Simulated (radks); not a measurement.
A free Cu atom in the configuration [Ar] 3d10 4s1 (high spin). Theory: scalar-relativistic Kohn-Sham, Slater X-alpha with alpha = 0.667, spin-polarised, spherical densities, point nucleus (computed with the in-house radial solver radks).

Wanted: the number of electrons inside radius r (solid) and the radial density 4πr²ρ (dashed).

The count levels off at 29 electrons. Half of them lie within 0.561 bohr, 90 % within 1.52 bohr and 99 % within 3.81 bohr. The radial density has minima at 0.0783 and 0.379 bohr, where the count stands at 2.1 and 10.9; these part the shells that the density resolves.

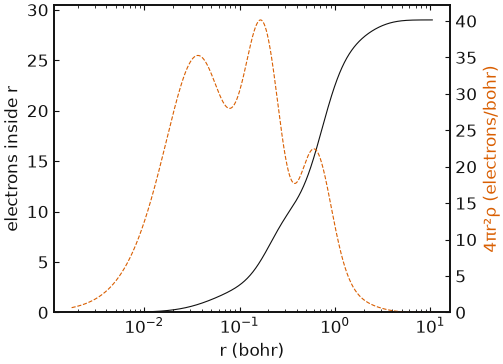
